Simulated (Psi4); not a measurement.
**TaF5 (tantalum pentafluoride): OMP2/def2-SVP (core potential, density fitting for correlation)**

What is the energy change on altering one bond length of TaF5 (tantalum pentafluoride) at OMP2/def2-SVP (core potential, density fitting for correlation)? 

Program for the calculation: Psi4 1.11.

6 further runs of the same task are left out: 3 that didn't finish, 3 set aside as unsound or not needed.

### Step 1. Starting point

The species is TaF5 (6 atoms), meant as a singlet with charge 0. As SMILES, `F[Ta](F)(F)(F)F`. The coordinates come from a PBE0-D4/def2-TZVP relaxation.

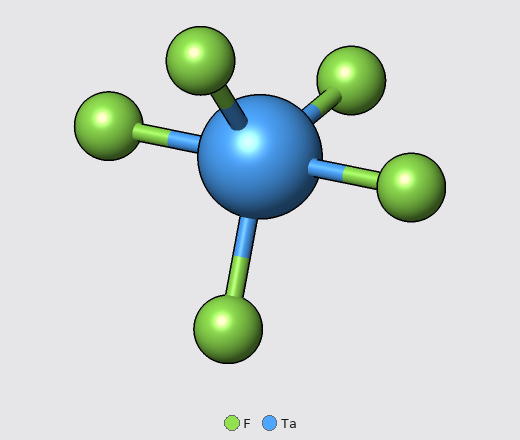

The structure, seen from a chosen angle (fluorine green, tantalum blue).

### Step 2. A single-point energy at OMP2/def2-SVP (core potential, density fitting for correlation)

File f5ta.xyz:

```xyz
6
F5Ta
F     -1.030170    -1.289830     0.890600
Ta     0.000080    -0.000050     0.000020
F      1.542230    -0.861760     0.535750
F     -0.806180    -0.458120    -1.596180
F      1.030090     1.290020    -0.890420
F     -0.736030     1.319740     1.060250
```

File f5ta_ase.py:

```python
import numpy as np
from ase.calculators.psi4 import Psi4
from ase.io import read

mol = read('f5ta.xyz')
calc = Psi4(atoms=mol, method='omp2', basis='def2-SVP', memory='2200MB', num_threads=1, charge=0, multiplicity=1, label='f5ta')
calc.psi4.set_options({'puream': True, 'e_convergence': 1e-09, 'd_convergence': 1e-08, 'scf_type': 'pk', 'num_frozen_docc': 5})
mol.calc = calc

print(f'energy: {mol.get_potential_energy():.6f} eV')
```

Run with:

```
python f5ta_ase.py
```

f5ta.dat:

```text
[...]
    !!!  WARNING: ECP capability is in beta. Please check occupations closely.  !!!
[...]
  Running in c1 symmetry.
[...]
  Nuclear repulsion =  316.003001731711834
[...]
  Multiplicity = 1
[...]
  Nalpha       = 29
  Nbeta        = 29
[...]
    Number of basis functions: 102
[...]
   @RHF iter   1:  -553.15448032179143   -1.72535e+00   9.09361e-03 ADIIS/DIIS
[...]
   @RHF iter  12:  -553.49845355309049   -5.45697e-12   4.27859e-09 DIIS
[...]
    Orbital Energies [Eh]
    ---------------------
    Doubly Occupied:
       1A    -26.344941     2A    -26.344930     3A    -26.344911
       4A    -26.308594     5A    -26.308486     6A     -3.405486
       7A     -1.999445     8A     -1.999440     9A     -1.993426
      10A     -1.609655    11A     -1.579584    12A     -1.566505
      13A     -1.566488    14A     -1.522912    15A     -0.778635
      16A     -0.762397    17A     -0.762390    18A     -0.755115
      19A     -0.755110    20A     -0.748332    21A     -0.706403
      22A     -0.703682    23A     -0.695812    24A     -0.695809
      25A     -0.668317    26A     -0.668315    27A     -0.659215
      28A     -0.657745    29A     -0.657731
[...]
  @RHF Final Energy:  -553.49845355309049
   => Energetics <=
    Nuclear Repulsion Energy =            316.0030017317118336
    One-Electron Energy =               -1419.8632837547020245
    Two-Electron Energy =                 550.3618284698998195
    Total Energy =                       -553.4984535530904850
[...]
 Multipole Moments:
 ------------------------------------------------------------------------------------
     Multipole            Electronic (a.u.)      Nuclear  (a.u.)        Total (a.u.)
 ------------------------------------------------------------------------------------
 L = 1.  Multiply by 2.5417464519 to convert [e a0] to [Debye]
 Dipole X            :          0.0047738           -0.0043522            0.0004216
 Dipole Y            :         -0.0031515            0.0028384           -0.0003131
 Dipole Z            :          0.0009873           -0.0009461            0.0000411
 Magnitude           :                                                    0.0005268
[...]
	Warning: cc_lambda option is changed to TRUE
	For this residual convergence, default PCG convergence is:     1.00e-07
[...]
	DF-MP2 Total Energy (a.u.)         :  -554.72440975419283
[...]
	DF-MP2 Total Energy (a.u.)         :  -554.75432748715809
[...]
	DF-OMP2 Total Energy (a.u.)        :  -554.75432748718413
[...]
```

The script printed:

```text
energy: -15095.634154 eV
```

Run time: 41 s. Hardware: 1 thread of Intel Xeon Platinum 8375C at 2.90GHz (Ice Lake), shared host; peak memory 0.42 GiB.

### Step 3. The distorted shape, same level

File job.py:

```python
import psi4

psi4.set_memory('2200 MB')
psi4.set_num_threads(1)
psi4.core.set_output_file('output.dat', False)

m = psi4.geometry("""
0 1
F     -0.72786014    -1.74492964     4.09607775
Ta     1.21903020     0.69240132     2.41312546
F      4.13327134    -0.93599458     3.42550844
F     -1.52345941    -0.86572133    -3.01634305
F      3.16546700     3.13028030     0.73043773
F     -0.17201610     3.18644296     4.41666979
units bohr
symmetry c1
no_reorient
no_com
""")

psi4.set_options(dict(basis='def2-SVP', puream=True, e_convergence=1e-09, d_convergence=1e-08, scf_type='pk', num_frozen_docc=5))

e_tot, wfn = psi4.energy("omp2", return_wfn=True)
print(f'total energy {e_tot:.8f} hartree = {e_tot * 27.211386:.5f} eV')
for k, v in sorted(psi4.core.scalar_variables().items()):
    print(f'{k:45s} {v:18.10f}')
```

Run with:

```
python job.py
```

output.dat:

```text
[...]
    !!!  WARNING: ECP capability is in beta. Please check occupations closely.  !!!
[...]
  Running in c1 symmetry.
[...]
  Nuclear repulsion =  283.073367901548465
[...]
  Multiplicity = 1
[...]
  Nalpha       = 29
  Nbeta        = 29
[...]
    Number of basis functions: 102
[...]
   @RHF iter   1:  -552.77509121951141   -1.72639e+00   1.00821e-02 DIIS/ADIIS
[...]
   @RHF iter  17:  -553.24538233448402   -2.02363e-11   9.69011e-09 DIIS
[...]
    Orbital Energies [Eh]
    ---------------------
    Doubly Occupied:
       1A    -26.413436     2A    -26.413410     3A    -26.375463
       4A    -26.375362     5A    -26.111082     6A     -3.498412
       7A     -2.087118     8A     -2.081124     9A     -2.065480
      10A     -1.656986    11A     -1.641337    12A     -1.630438
      13A     -1.585440    14A     -1.314789    15A     -0.837646
      16A     -0.817551    17A     -0.814230    18A     -0.805749
      19A     -0.792715    20A     -0.773146    21A     -0.758808
      22A     -0.733411    23A     -0.728985    24A     -0.723790
      25A     -0.718532    26A     -0.718031    27A     -0.460054
      28A     -0.459948    29A     -0.406128
[...]
  @RHF Final Energy:  -553.24538233448402
   => Energetics <=
    Nuclear Repulsion Energy =            283.0733679015484654
    One-Electron Energy =               -1353.0402958004951870
    Two-Electron Energy =                 516.7215455644627582
    Total Energy =                       -553.2453823344840202
[...]
 Multipole Moments:
 ------------------------------------------------------------------------------------
     Multipole            Electronic (a.u.)      Nuclear  (a.u.)        Total (a.u.)
 ------------------------------------------------------------------------------------
 L = 1.  Multiply by 2.5417464519 to convert [e a0] to [Debye]
 Dipole X            :        -58.5035413           59.7260168            1.2224755
 Dipole Y            :        -33.2378775           33.9319165            0.6940391
 Dipole Z            :       -115.8222978          118.2417869            2.4194891
 Magnitude           :                                                    2.7982252
[...]
	Warning: cc_lambda option is changed to TRUE
	For this residual convergence, default PCG convergence is:     1.00e-07
[...]
	DF-MP2 Total Energy (a.u.)         :  -554.49849864751229
[...]
	DF-MP2 Total Energy (a.u.)         :  -554.54962659860973
[...]
	DF-OMP2 Total Energy (a.u.)        :  -554.54962659867658
[...]
```

On the terminal:

```text
total energy -554.54962660 hartree = -15090.06395 eV
CURRENT CORRELATION ENERGY                         -1.3042442642
CURRENT ENERGY                                   -554.5496265987
CURRENT REFERENCE ENERGY                         -553.2453823345
DD SOLVATION ENERGY                                 0.0000000000
HF KINETIC ENERGY                                 514.8603183828
HF POTENTIAL ENERGY                             -1068.1057007173
HF TOTAL ENERGY                                  -553.2453823345
HF VIRIAL RATIO                                     2.0745543259
MP2 CORRELATION ENERGY                             -1.2531163130
MP2 DOUBLES ENERGY                                 -1.2531163130
MP2 SINGLES ENERGY                                  0.0000000000
MP2 TOTAL ENERGY                                 -554.4984986475
NUCLEAR REPULSION ENERGY                          283.0733679015
OMP2 CORRELATION ENERGY                            -1.3042442642
OMP2 REFERENCE CORRECTION ENERGY                    0.0649356320
OMP2 TOTAL ENERGY                                -554.5496265987
ONE-ELECTRON ENERGY                             -1353.0402958005
PCM POLARIZATION ENERGY                             0.0000000000
PE ENERGY                                           0.0000000000
SCF ITERATION ENERGY                             -553.2453823345
SCF ITERATIONS                                     17.0000000000
SCF TOTAL ENERGY                                 -553.2453823345
SCS(N)-MP2 CORRELATION ENERGY                     553.2453823345
SCS(N)-MP2 TOTAL ENERGY                             0.0000000000
SCS(N)-OMP2 CORRELATION ENERGY                    553.2453823345
SCS(N)-OMP2 TOTAL ENERGY                            0.0000000000
SCS-MP2 CORRELATION ENERGY                        553.2453823345
SCS-MP2 TOTAL ENERGY                                0.0000000000
SCS-OMP2 CORRELATION ENERGY                       553.2453823345
SCS-OMP2 TOTAL ENERGY                               0.0000000000
SOS-MP2 CORRELATION ENERGY                        553.2453823345
SOS-MP2 TOTAL ENERGY                                0.0000000000
SOS-OMP2 CORRELATION ENERGY                       553.2453823345
SOS-OMP2 TOTAL ENERGY                               0.0000000000
TWO-ELECTRON ENERGY                               516.7215455645
```

Wall time 49 s (1 thread of Intel Xeon Platinum 8375C at 2.90GHz (Ice Lake), shared host); peak memory 0.41 GiB.

### Step 4. Outcome

At OMP2/def2-SVP (core potential, density fitting for correlation), 5 core orbitals frozen:

| quantity | value |
| --- | --- |
| first shape: total energy | -554.75433 Eh |
| first shape: HOMO energy (Hartree–Fock orbitals) | -17.90 eV |
| first shape: LUMO energy (Hartree–Fock orbitals) | 1.01 eV |
| first shape: HOMO–LUMO gap (Hartree–Fock orbitals) | 18.91 eV |
| first shape: correlation energy (5 core orbitals frozen) | -1255.9 mEh |
| distorted shape: total energy | -554.54963 Eh |
| distorted shape: HOMO energy (Hartree–Fock orbitals) | -11.05 eV |
| distorted shape: LUMO energy (Hartree–Fock orbitals) | -3.05 eV |
| distorted shape: HOMO–LUMO gap (Hartree–Fock orbitals) | 8.00 eV |
| distorted shape: correlation energy (5 core orbitals frozen) | -1304.2 mEh |
| energy change with the Ta2–F4 bond stretched from 1.846 to 3.323 Å | 5.570 eV |

In words: One bond (distorted shape) is far stretched, which a spin-restricted single reference describes badly; perturbation theory on it can break down and give far too much correlation. With the Ta2–F4 bond stretched from 1.846 to 3.323 Å the energy rises by 5.57 eV (128 kcal/mol). The first shape isn't relaxed at this level, so the change isn't measured from a minimum. A restricted reference can't describe the breaking bond well at this length.
